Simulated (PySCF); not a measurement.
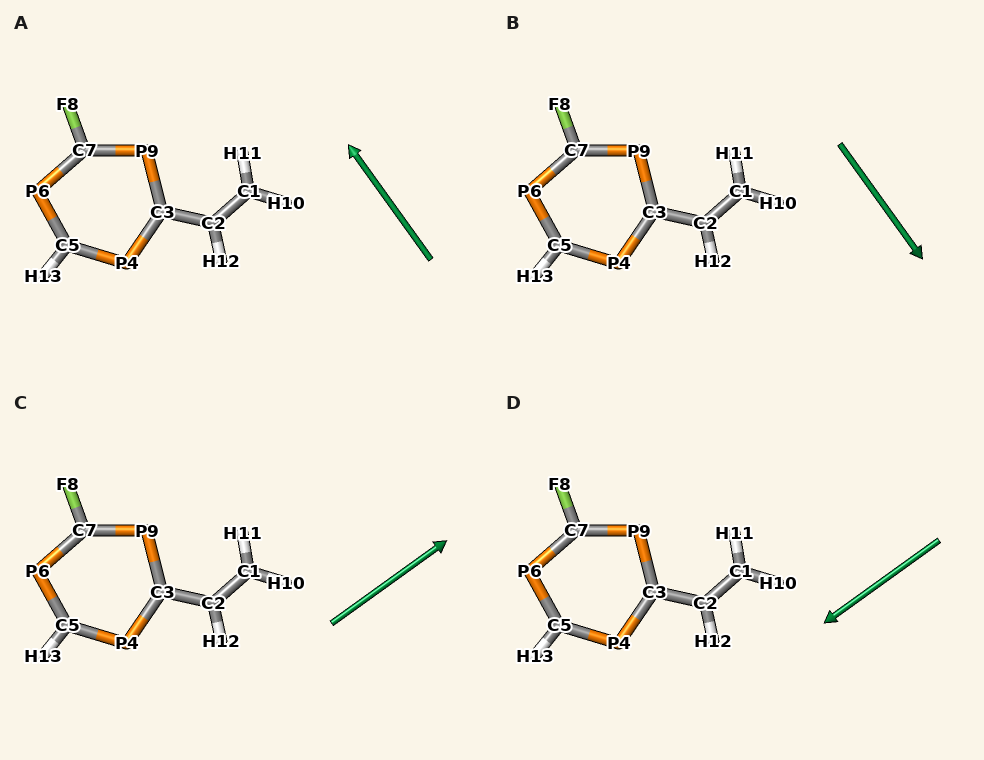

The same molecule four times, each with an arrow. Computed geometry: GFN2-xTB optimisation. No frequency run is at hand to confirm it as a minimum. Level of theory: CAM-B3LYP/def2-SVPD, gas phase (PySCF 2.14.0).

Which arrow points along the dipole moment, from the negative to the positive end?

B. The dipole moment is 1.80 D; it points from the side of F8 to the side of H12 (the outermost atoms at the two ends).

The geometry is semi-empirical. Around P such bond lengths and angles can be off by a tenth of an ångström or more and by several degrees, and values that hang on the shape move with them.
